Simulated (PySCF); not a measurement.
# BNH₆: NMR shifts and electronic excitations at several levels of theory, part 2 of 2

PySCF 2.14.0. Atoms count from 0. The steps go on from the part before.

## 9. Ultraviolet spectrum: LDA/def2-SVPD

Job settings and geometry (Å):

```
{"job": {"kind": "uv", "xc": "LDA", "basis": "def2-SVPD", "ip": true}, "charge": 0, "multiplicity": 1}
B     -0.805889     0.105592    -0.039217
N      0.812502    -0.117601     0.005004
H     -1.219148    -0.669700    -0.892522
H     -0.964436     1.282250    -0.339099
H     -1.202766    -0.162820     1.088272
H      1.046790    -1.079398     0.253090
H      1.251549     0.494967     0.693144
H      1.237747     0.079879    -0.901533
```

Method: TDDFT LDA/def2-SVPD, vertical, gas phase, core orbitals frozen in the response.

Output:

```text
coarse grid: 5872 points
cycle   1  E = -82.2757368688  dE = -1.045e-01  |g| = 4.383e-01  |ddm| = 2.954e+00
cycle   2  E = -82.2267582440  dE =  4.898e-02  |g| = 5.986e-01  |ddm| = 1.417e+00
cycle   3  E = -82.3446051786  dE = -1.178e-01  |g| = 7.188e-02  |ddm| = 9.201e-01
cycle   4  E = -82.3457062071  dE = -1.101e-03  |g| = 3.209e-02  |ddm| = 1.013e-01
cycle   5  E = -82.3459407641  dE = -2.346e-04  |g| = 4.501e-03  |ddm| = 3.334e-02
cycle   6  E = -82.3459486814  dE = -7.917e-06  |g| = 4.841e-04  |ddm| = 1.533e-02
final grid: 54432 points
cycle   7  E = -82.3626135541  dE = -3.330e-05  |g| = 2.984e-03  |ddm| = 5.911e-02
cycle   8  E = -82.3626098684  dE =  3.686e-06  |g| = 5.188e-03  |ddm| = 6.279e-03
cycle   9  E = -82.3626155576  dE = -5.689e-06  |g| = 2.189e-04  |ddm| = 3.982e-03
cycle  10  E = -82.3626155689  dE = -1.131e-08  |g| = 6.365e-05  |ddm| = 3.714e-04
cycle  11  E = -82.3626155701  dE = -1.171e-09  |g| = 1.467e-05  |ddm| = 1.525e-04
cycle  12  E = -82.3626155701  dE = -7.537e-11  |g| = 3.249e-06  |ddm| = 2.725e-05
converged SCF energy = -82.3626155701

Static polarisability (au): isotropic 34.178, principal 33.512 33.519 35.502

Singlet excitations
state   eV       nm        f      main configurations
  1   5.3634    231.2   0.00379   H->L 1.00
  2   5.3661    231.1   0.00378   H-1->L 1.00
  3   7.3203    169.4   0.00001   H->L+2 0.53, H-1->L+1 0.22, H->L+1 0.19
  4   7.3258    169.2   0.00019   H-1->L+1 0.42, H->L+2 0.32, H->L+1 0.18
  5   7.3259    169.2   0.00015   H-1->L+2 0.42, H->L+1 0.31, H-1->L+1 0.22
  6   7.3462    168.8   0.01621   H-1->L+2 0.42, H->L+1 0.32, H-1->L+1 0.14
  7   7.6242    162.6   0.09109   H->L+3 0.99
  8   7.6269    162.6   0.09109   H-1->L+3 0.99
  9   7.6604    161.9   0.07875   H-2->L 0.97
 10   8.6485    143.4   0.00000   H->L+5 0.51, H-1->L+4 0.49

Triplet excitations (Tamm-Dancoff, eV): 5.2898 5.2925 7.2614 7.2896
Vertical ionisation energy (delta-SCF) = 10.3538 eV
```

Wall time 4.6 s (1 thread of Arm Neoverse V2, shared host); peak memory 0.45 GiB.

In short: HOMO -6.39 eV, LUMO -1.05 eV; lowest singlet 5.36 eV.

## 10. TDDFT and polarisability: PBE/def2-SVPD

Same as in step 9 but for these lines:

```diff
@@ -1,2 +1,2 @@
-{"job": {"kind": "uv", "xc": "LDA", "basis": "def2-SVPD", "ip": true}, "charge": 0, "multiplicity": 1}
+{"job": {"kind": "uv", "xc": "PBE", "basis": "def2-SVPD", "ip": true}, "charge": 0, "multiplicity": 1}
 B     -0.805889     0.105592    -0.039217
```

With the program's defaults for keys left out, this is: TDDFT PBE/def2-SVPD, vertical, gas phase, core orbitals frozen in the response.

Output:

```text
coarse grid: 5872 points
cycle   1  E = -82.9556954245  dE = -1.077e-01  |g| = 4.154e-01  |ddm| = 3.058e+00
cycle   2  E = -82.9194868639  dE =  3.621e-02  |g| = 5.445e-01  |ddm| = 1.480e+00
cycle   3  E = -83.0195155321  dE = -1.000e-01  |g| = 6.901e-02  |ddm| = 9.393e-01
cycle   4  E = -83.0205614103  dE = -1.046e-03  |g| = 3.019e-02  |ddm| = 1.080e-01
cycle   5  E = -83.0207678192  dE = -2.064e-04  |g| = 4.223e-03  |ddm| = 3.802e-02
cycle   6  E = -83.0207744980  dE = -6.679e-06  |g| = 4.211e-04  |ddm| = 1.155e-02
final grid: 54432 points
cycle   7  E = -83.0297557996  dE = -2.818e-05  |g| = 9.343e-03  |ddm| = 9.183e-02
cycle   8  E = -83.0297193688  dE =  3.643e-05  |g| = 1.587e-02  |ddm| = 2.374e-02
cycle   9  E = -83.0297759701  dE = -5.660e-05  |g| = 8.530e-04  |ddm| = 1.402e-02
cycle  10  E = -83.0297761794  dE = -2.093e-07  |g| = 1.459e-04  |ddm| = 1.475e-03
cycle  11  E = -83.0297761866  dE = -7.256e-09  |g| = 1.202e-05  |ddm| = 2.504e-04
cycle  12  E = -83.0297761867  dE = -3.922e-11  |g| = 1.997e-06  |ddm| = 2.426e-05
converged SCF energy = -83.0297761867

Static polarisability (au): isotropic 33.332, principal 32.618 32.624 34.754

Singlet excitations
state   eV       nm        f      main configurations
  1   5.3701    230.9   0.00282   H->L 1.00
  2   5.3728    230.8   0.00281   H-1->L 1.00
  3   7.3283    169.2   0.00000   H->L+2 0.54, H-1->L+1 0.25, H->L+1 0.14
  4   7.3350    169.0   0.00004   H-1->L+1 0.35, H->L+2 0.28, H->L+1 0.23
  5   7.3352    169.0   0.00002   H-1->L+2 0.36, H-1->L+1 0.28, H->L+1 0.27
  6   7.3617    168.4   0.01472   H-1->L+2 0.43, H->L+1 0.35, H-1->L+1 0.11
  7   7.6245    162.6   0.08001   H->L+3 0.99
  8   7.6273    162.6   0.08001   H-1->L+3 0.99
  9   7.6500    162.1   0.07963   H-2->L 0.97
 10   8.7541    141.6   0.00001   H->L+5 0.49, H-1->L+4 0.48

Triplet excitations (Tamm-Dancoff, eV): 5.2782 5.2809 7.2485 7.2807
Vertical ionisation energy (delta-SCF) = 10.2999 eV
```

Run time: 6.3 s. Hardware: 1 thread of Arm Neoverse V2, shared host; peak memory 0.45 GiB.

This run: HOMO -6.38 eV, LUMO -1.03 eV; lowest singlet 5.37 eV.

## 11. TDDFT and polarisability: B3LYP/def2-SVPD

Same as in step 10 but for these lines:

```diff
@@ -1,2 +1,2 @@
-{"job": {"kind": "uv", "xc": "PBE", "basis": "def2-SVPD", "ip": true}, "charge": 0, "multiplicity": 1}
+{"job": {"kind": "uv", "xc": "B3LYP", "basis": "def2-SVPD", "ip": true}, "charge": 0, "multiplicity": 1}
 B     -0.805889     0.105592    -0.039217
```

Method: TDDFT B3LYP/def2-SVPD, vertical, gas phase, core orbitals frozen in the response.

Output:

```text
coarse grid: 5872 points
cycle   1  E = -83.1127688018  dE = -1.053e-01  |g| = 3.412e-01  |ddm| = 3.032e+00
cycle   2  E = -83.1240109958  dE = -1.124e-02  |g| = 3.149e-01  |ddm| = 1.051e+00
cycle   3  E = -83.1568308851  dE = -3.282e-02  |g| = 4.279e-02  |ddm| = 4.920e-01
cycle   4  E = -83.1572169366  dE = -3.861e-04  |g| = 2.131e-02  |ddm| = 7.554e-02
cycle   5  E = -83.1573164740  dE = -9.954e-05  |g| = 2.084e-03  |ddm| = 2.255e-02
cycle   6  E = -83.1573178780  dE = -1.404e-06  |g| = 2.108e-04  |ddm| = 6.282e-03
final grid: 54432 points
cycle   7  E = -83.1664287926  dE = -2.420e-05  |g| = 3.917e-03  |ddm| = 6.867e-02
cycle   8  E = -83.1664256936  dE =  3.099e-06  |g| = 5.527e-03  |ddm| = 7.069e-03
cycle   9  E = -83.1664320768  dE = -6.383e-06  |g| = 5.240e-05  |ddm| = 3.968e-03
cycle  10  E = -83.1664320775  dE = -7.802e-10  |g| = 2.158e-05  |ddm| = 2.478e-04
converged SCF energy = -83.1664320775

Static polarisability (au): isotropic 32.358, principal 31.835 31.842 33.398

Singlet excitations
state   eV       nm        f      main configurations
  1   5.9972    206.7   0.00522   H->L 1.00
  2   6.0002    206.6   0.00521   H-1->L 1.00
  3   7.9884    155.2   0.00000   H->L+2 0.48, H-1->L+1 0.40
  4   8.0201    154.6   0.00029   H-1->L+1 0.52, H->L+2 0.46
  5   8.0202    154.6   0.00026   H->L+1 0.53, H-1->L+2 0.45
  6   8.0492    154.0   0.00268   H-1->L+2 0.44, H->L+1 0.36, H-2->L 0.09
  7   8.0931    153.2   0.09154   H->L+3 0.99
  8   8.0961    153.1   0.09161   H-1->L+3 0.98
  9   8.2960    149.5   0.10348   H-2->L 0.89
 10   9.2213    134.5   0.00000   H->L+5 0.49, H-1->L+4 0.48

Triplet excitations (Tamm-Dancoff, eV): 5.8990 5.9019 7.8452 7.8477
Vertical ionisation energy (delta-SCF) = 10.4890 eV
```

Wall time 5.4 s (1 thread of Arm Neoverse V2, shared host); peak memory 0.45 GiB.

In short: HOMO -7.57 eV, LUMO -0.62 eV; lowest singlet 6.00 eV.

## 12. Ultraviolet spectrum: PBE0/def2-SVPD

Same as in step 11 but for these lines:

```diff
@@ -1,2 +1,2 @@
-{"job": {"kind": "uv", "xc": "B3LYP", "basis": "def2-SVPD", "ip": true}, "charge": 0, "multiplicity": 1}
+{"job": {"kind": "uv", "xc": "PBE0", "basis": "def2-SVPD", "ip": true}, "charge": 0, "multiplicity": 1}
 B     -0.805889     0.105592    -0.039217
```

With the program's defaults for keys left out, this is: TDDFT PBE0/def2-SVPD, vertical, gas phase, core orbitals frozen in the response.

Output:

```text
coarse grid: 5872 points
cycle   1  E = -83.0013753302  dE = -1.038e-01  |g| = 3.257e-01  |ddm| = 2.815e+00
cycle   2  E = -83.0189146613  dE = -1.754e-02  |g| = 2.593e-01  |ddm| = 9.190e-01
cycle   3  E = -83.0419369218  dE = -2.302e-02  |g| = 2.803e-02  |ddm| = 4.087e-01
cycle   4  E = -83.0421237569  dE = -1.868e-04  |g| = 1.529e-02  |ddm| = 6.656e-02
cycle   5  E = -83.0421739109  dE = -5.015e-05  |g| = 2.071e-03  |ddm| = 1.421e-02
cycle   6  E = -83.0421749798  dE = -1.069e-06  |g| = 1.945e-04  |ddm| = 4.251e-03
final grid: 54432 points
cycle   7  E = -83.0486643632  dE = -2.120e-05  |g| = 5.538e-03  |ddm| = 5.883e-02
cycle   8  E = -83.0486609454  dE =  3.418e-06  |g| = 6.941e-03  |ddm| = 1.160e-02
cycle   9  E = -83.0486716865  dE = -1.074e-05  |g| = 3.798e-04  |ddm| = 5.976e-03
cycle  10  E = -83.0486717283  dE = -4.175e-08  |g| = 7.604e-05  |ddm| = 6.995e-04
cycle  11  E = -83.0486717300  dE = -1.747e-09  |g| = 8.969e-06  |ddm| = 1.453e-04
cycle  12  E = -83.0486717301  dE = -1.931e-11  |g| = 8.595e-07  |ddm| = 2.109e-05
converged SCF energy = -83.0486717301

Static polarisability (au): isotropic 31.968, principal 31.411 31.418 33.074

Singlet excitations
state   eV       nm        f      main configurations
  1   6.2815    197.4   0.00714   H->L 0.99
  2   6.2845    197.3   0.00713   H-1->L 0.99
  3   8.2882    149.6   0.09081   H->L+1 0.98
  4   8.2913    149.5   0.08881   H-1->L+1 0.96
  5   8.2921    149.5   0.00283   H->L+3 0.46, H-1->L+2 0.43
  6   8.3353    148.7   0.00189   H-1->L+2 0.40, H->L+3 0.37, H->L+2 0.13
  7   8.3355    148.7   0.00174   H->L+2 0.41, H-1->L+3 0.36, H-1->L+2 0.12
  8   8.3624    148.3   0.00284   H-1->L+3 0.47, H->L+2 0.37, H-2->L 0.10
  9   8.6267    143.7   0.10955   H-2->L 0.89
 10   9.4268    131.5   0.00000   H->L+5 0.48, H-1->L+4 0.47

Triplet excitations (Tamm-Dancoff, eV): 6.1519 6.1549 7.9755 7.9784
Vertical ionisation energy (delta-SCF) = 10.4286 eV
```

It took 5.2 s on 1 thread of Arm Neoverse V2, shared host; peak memory 0.45 GiB.

Key values: HOMO -7.74 eV, LUMO -0.26 eV; lowest singlet 6.28 eV.

## 13. Ultraviolet spectrum: BHandHLYP/def2-SVPD

Same as in step 12 but for these lines:

```diff
@@ -1,2 +1,2 @@
-{"job": {"kind": "uv", "xc": "PBE0", "basis": "def2-SVPD", "ip": true}, "charge": 0, "multiplicity": 1}
+{"job": {"kind": "uv", "xc": "BHandHLYP", "basis": "def2-SVPD", "ip": true}, "charge": 0, "multiplicity": 1}
 B     -0.805889     0.105592    -0.039217
```

Method: TDDFT BHandHLYP/def2-SVPD, vertical, gas phase, core orbitals frozen in the response.

Output:

```text
coarse grid: 5872 points
cycle   1  E = -83.0644285427  dE = -8.463e-02  |g| = 2.874e-01  |ddm| = 2.795e+00
cycle   2  E = -83.0899553838  dE = -2.553e-02  |g| = 1.390e-01  |ddm| = 7.466e-01
cycle   3  E = -83.0962761519  dE = -6.321e-03  |g| = 2.233e-02  |ddm| = 2.368e-01
cycle   4  E = -83.0964348631  dE = -1.587e-04  |g| = 2.988e-03  |ddm| = 7.444e-02
cycle   5  E = -83.0964373417  dE = -2.479e-06  |g| = 1.481e-03  |ddm| = 7.783e-03
final grid: 54432 points
cycle   6  E = -83.1024438741  dE = -1.089e-05  |g| = 8.225e-04  |ddm| = 4.409e-02
cycle   7  E = -83.1024440313  dE = -1.572e-07  |g| = 4.247e-04  |ddm| = 3.567e-03
cycle   8  E = -83.1024440642  dE = -3.286e-08  |g| = 1.925e-04  |ddm| = 5.001e-04
cycle   9  E = -83.1024440725  dE = -8.315e-09  |g| = 1.951e-05  |ddm| = 2.265e-04
cycle  10  E = -83.1024440726  dE = -1.336e-10  |g| = 5.337e-06  |ddm| = 4.197e-05
converged SCF energy = -83.1024440726

Static polarisability (au): isotropic 31.032, principal 30.633 30.640 31.823

Singlet excitations
state   eV       nm        f      main configurations
  1   6.9145    179.3   0.01246   H->L 0.98
  2   6.9178    179.2   0.01244   H-1->L 0.98
  3   8.7581    141.6   0.10209   H->L+1 0.97
  4   8.7614    141.5   0.10211   H-1->L+1 0.97
  5   8.9500    138.5   0.00000   H->L+3 0.48, H-1->L+2 0.45
  6   9.0482    137.0   0.00791   H->L+2 0.43, H-2->L 0.38, H-1->L+3 0.16
  7   9.0551    136.9   0.00024   H-1->L+2 0.50, H->L+3 0.47
  8   9.0555    136.9   0.00055   H-1->L+3 0.61, H->L+2 0.35
  9   9.2938    133.4   0.11860   H-2->L 0.57, H-1->L+3 0.20, H->L+2 0.20
 10   9.9036    125.2   0.00000   H->L+5 0.44, H-1->L+4 0.43

Triplet excitations (Tamm-Dancoff, eV): 6.7629 6.7661 8.4265 8.4297
Vertical ionisation energy (delta-SCF) = 10.5033 eV
```

It took 6.5 s on 1 thread of Arm Neoverse V2, shared host; peak memory 0.45 GiB.

In short: HOMO -9.08 eV, LUMO 0.23 eV; lowest singlet 6.91 eV.

## 14. Excited states and response: CAM-B3LYP/def2-SVPD

Same as in step 13 but for these lines:

```diff
@@ -1,2 +1,2 @@
-{"job": {"kind": "uv", "xc": "BHandHLYP", "basis": "def2-SVPD", "ip": true}, "charge": 0, "multiplicity": 1}
+{"job": {"kind": "uv", "xc": "CAM-B3LYP", "basis": "def2-SVPD", "ip": true}, "charge": 0, "multiplicity": 1}
 B     -0.805889     0.105592    -0.039217
```

With the program's defaults for keys left out, this is: TDDFT CAM-B3LYP/def2-SVPD, vertical, gas phase, core orbitals frozen in the response.

Output:

```text
coarse grid: 5872 points
cycle   1  E = -83.0650812101  dE = -7.705e-02  |g| = 2.844e-01  |ddm| = 2.946e+00
cycle   2  E = -83.0900933905  dE = -2.501e-02  |g| = 1.453e-01  |ddm| = 7.242e-01
cycle   3  E = -83.0968645812  dE = -6.771e-03  |g| = 2.105e-02  |ddm| = 2.709e-01
cycle   4  E = -83.0970100277  dE = -1.454e-04  |g| = 4.743e-03  |ddm| = 8.133e-02
cycle   5  E = -83.0970142122  dE = -4.184e-06  |g| = 3.120e-03  |ddm| = 9.207e-03
final grid: 54432 points
cycle   6  E = -83.1068388629  dE = -1.655e-05  |g| = 6.102e-03  |ddm| = 4.232e-02
cycle   7  E = -83.1068375837  dE =  1.279e-06  |g| = 6.663e-03  |ddm| = 9.374e-03
cycle   8  E = -83.1068465082  dE = -8.925e-06  |g| = 7.565e-05  |ddm| = 4.505e-03
cycle   9  E = -83.1068465111  dE = -2.934e-09  |g| = 2.995e-05  |ddm| = 3.342e-04
cycle  10  E = -83.1068465114  dE = -3.151e-10  |g| = 5.558e-06  |ddm| = 7.295e-05
converged SCF energy = -83.1068465114

Static polarisability (au): isotropic 31.930, principal 31.504 31.511 32.776

Singlet excitations
state   eV       nm        f      main configurations
  1   6.5962    188.0   0.01188   H->L 0.97
  2   6.5992    187.9   0.01186   H-1->L 0.97
  3   8.4693    146.4   0.09335   H->L+1 0.97
  4   8.4724    146.3   0.09336   H-1->L+1 0.97
  5   8.5668    144.7   0.00000   H->L+3 0.47, H-1->L+2 0.45
  6   8.6580    143.2   0.01128   H-2->L 0.45, H->L+2 0.28, H-1->L+3 0.24
  7   8.6913    142.7   0.00040   H-1->L+2 0.48, H->L+3 0.46
  8   8.6916    142.6   0.00042   H-1->L+3 0.49, H->L+2 0.45
  9   8.9647    138.3   0.10685   H-2->L 0.51, H-1->L+3 0.23, H->L+2 0.23
 10   9.6341    128.7   0.00001   H->L+5 0.45, H-1->L+4 0.44

Triplet excitations (Tamm-Dancoff, eV): 6.4593 6.4623 8.1736 8.1764
Vertical ionisation energy (delta-SCF) = 10.5600 eV
```

It took 6.5 s on 1 thread of Arm Neoverse V2, shared host; peak memory 0.45 GiB.

In short: HOMO -9.23 eV, LUMO 0.38 eV; lowest singlet 6.60 eV.

## 15. Run by run: NMR shifts

Shifts (ppm), means over like atoms, with basis size and wall time (the measured row can stand on another reference than the computed rows):

```tsv
run	H5	H2	B0	N1	functions	time
PBE0/cc-pVDZ	2.38	2.15	-22.3	34.3	58	1.8 s
PBE0/cc-pVTZ	2.59	2.08	-25.1	37.5	144	4.4 s
PBE0/aug-cc-pVDZ	2.60	2.25	-21.8	30.4	100	2.9 s
PBE0/IGLO-III	2.55	2.16	-23.8	33.7	130	3.7 s
PBE0/pcSseg-0	1.94	3.18	-25.0	30.9	30	1.1 s
measured	–	–	-22.0	–	–	–
```

Measured: solution, THF; H. S. Rzepa et al., J. Org. Chem. 2018, An accessible method for DFT calculation of 11B NMR shifts.

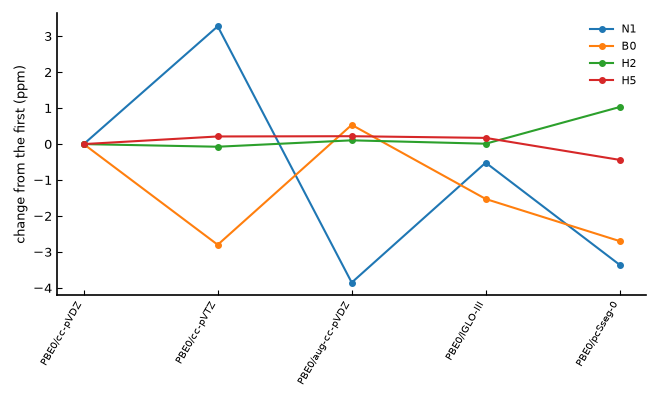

How the tabulated atoms move from run to run.

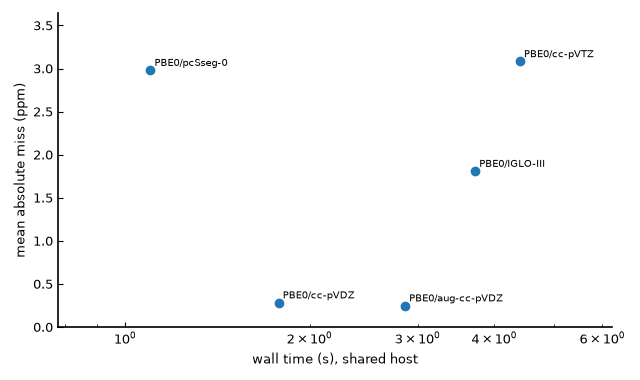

Cost against miss for the one measured ¹¹B shift.

## 16. Run by run: electronic excitations

Excitations and ground-state properties, with basis size and wall time:

```tsv
run	lowest singlet (eV)	brightest (eV)	f	gap (eV)	α (Å³)	μ (D)	functions	time
HF/def2-SVPD	8.17	10.80	0.114	13.00	4.41	5.52	88	0.88 s
LDA/def2-SVPD	5.36	7.62	0.091	5.35	5.06	5.41	88	4.6 s
PBE/def2-SVPD	5.37	7.62	0.080	5.35	4.94	5.38	88	6.3 s
B3LYP/def2-SVPD	6.00	8.30	0.103	6.95	4.79	5.41	88	5.4 s
PBE0/def2-SVPD	6.28	8.63	0.110	7.48	4.74	5.43	88	5.2 s
BHandHLYP/def2-SVPD	6.91	9.29	0.119	9.32	4.60	5.45	88	6.5 s
CAM-B3LYP/def2-SVPD	6.60	8.96	0.107	9.60	4.73	5.45	88	6.5 s
```

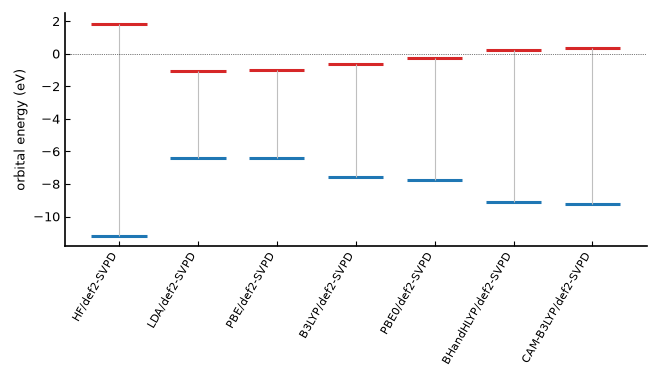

HOMO (blue) and LUMO (red) run by run.

Measured dipole: 5.22 D (gas; NIST CCCBDB Release 22 (SRD 101), experimental dipoles).

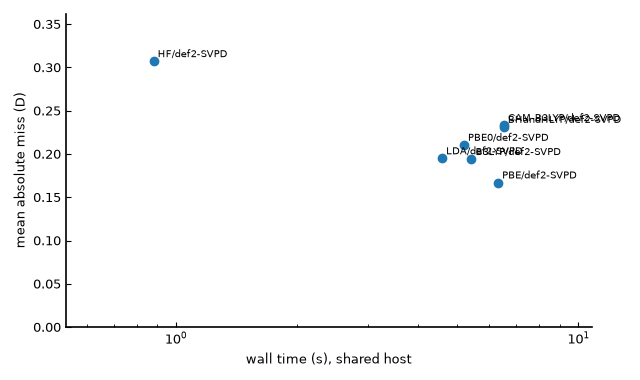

Cost against miss for the measured dipole.

## 17. Results

The summary covers parts 1 to 2.

```
                                                             quantity                         value
                                                          point group                           C3v
                                 rotational constants (main isotopes)       72.72, 17.94, 17.94 GHz
¹H shifts against TMS (PBE0/cc-pVDZ, means over atoms taken as alike)                2.38, 2.15 ppm
                           ¹¹B shifts against BF3·OEt2 (PBE0/cc-pVDZ)                     -22.3 ppm
                                ¹⁵N shifts against NH3 (PBE0/cc-pVDZ)                      34.3 ppm
                             measured, and computed on the same scale         B0 δ -22.0, -22.3 ppm
                                        lowest singlet (HF/def2-SVPD)   8.17 eV (152 nm), f = 0.045
                             brightest single state of those computed  state 9, 10.80 eV, f = 0.114
                                                       lowest triplet                       7.74 eV
                                    vertical ionisation energy (ΔSCF)                       9.84 eV
                                             range of the shift of N1              30.4 to 37.5 ppm
                                          range of the lowest singlet               5.36 to 8.17 eV
```

Single values in the summary come from the first run of each kind that ended normally (PBE0/cc-pVDZ; HF/def2-SVPD), which need not be the best level. The start was shaken at random, so part of the energy gained undoes that. Over 4 steps the energy fell by 0.227 eV; of the close pairs, B0–H4 changed most, 1.164 to 1.225 Å. At PBE0/cc-pVDZ: Shielding is most anisotropic at B0 (span 32 ppm, paramagnetic term -59 ppm). Vibration, temperature and solvent are missing from the calculation, so part of the miss against the measured shifts is not the functional's. At HF/def2-SVPD, the highest states lie near or above the ionisation energy, where they hang on the basis. The orbital energy would give 11.17 eV for ionisation, ΔSCF gives 9.84 eV. The dipole moment, 5.52 D, compares with 5.22 D measured. Across the 5 runs the shift of N1 moves most, between 30.4 (PBE0/aug-cc-pVDZ) and 37.5 ppm (PBE0/cc-pVTZ). For the one measured ¹¹B shift, PBE0/aug-cc-pVDZ misses least (0.25 ppm, 2.9 s) and PBE0/cc-pVTZ most (3.08 ppm, 4.4 s); the quickest, PBE0/pcSseg-0, misses by 2.98 ppm in 1.1 s. The lowest singlet runs from 5.36 eV (LDA/def2-SVPD) to 8.17 eV (HF/def2-SVPD), while the orbital gap spans 5.35 to 13.00 eV. The lowest state need not be the same one in every run. The runs solved for a few states only, so the brightest column depends on that window. For the measured dipole, PBE/def2-SVPD misses least (0.17 D, 6.3 s) and HF/def2-SVPD most (0.31 D, 0.88 s). One molecule ranks no method: errors cancel, and vibration and temperature are missing from all runs.
